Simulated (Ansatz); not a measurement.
Input

```
crystal:
  periodic: [false, false, false]
  atoms:
    - { symbol: B, position_ang: [0.014744, -0.331212, -0.432075] }
    - { symbol: C, position_ang: [0.029273, -0.273972, 2.377158] }
    - { symbol: H, position_ang: [-0.90996, -0.60102, 2.852319] }
    - { symbol: H, position_ang: [0.801852, -0.121229, 3.149249] }
    - { symbol: H, position_ang: [-0.143518, 0.680032, 1.854274] }
    - { symbol: H, position_ang: [0.99014, 0.372978, -0.481547] }
    - { symbol: H, position_ang: [-1.120601, 0.091529, -0.44724] }
    - { symbol: O, position_ang: [0.254834, -1.691247, -0.454677] }
    - { symbol: C, position_ang: [-0.830346, -2.622931, -0.454127] }
    - { symbol: H, position_ang: [-0.681516, -3.335465, 0.37775] }
    - { symbol: H, position_ang: [-1.805738, -2.114953, -0.335836] }
    - { symbol: H, position_ang: [-0.821877, -3.184461, -1.406399] }
    - { symbol: H, position_ang: [0.374313, -1.045749, 1.66445] }
basis:
  gaussian: { orbitals: "6-31G*" }
hamiltonian:
  xc: pbe
  dispersion: d4
relax:
  f_tol: 0.03
  max_steps: 50
output:
  orbitals: {}
```

Run with:

```sh
ansatz run input.yaml --threads 1 --pin off --max-ram 2048MiB --backend cpu --events-out ev --progress --plain --runs-dir out
```

The fields are those of the run's last geometry, not of the input's.

Method: RKS PBE-D4/6-31G* in Ansatz.

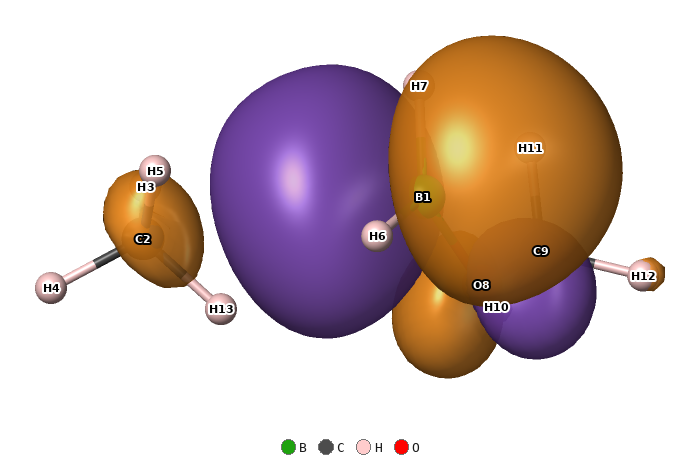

CH5BO···CH4. The LUMO at ±0.08 Å⁻³ᐟ² (orange and purple are the two phases), seen from one side.

> Where does this orbital lie, and at what energy?

Its weight (Hirshfeld) is mainly on B1 (about 60 %), O8 (about 20 %), H6 (about 5 %) and H7 (about 5 %). Its energy is −0.83 eV.
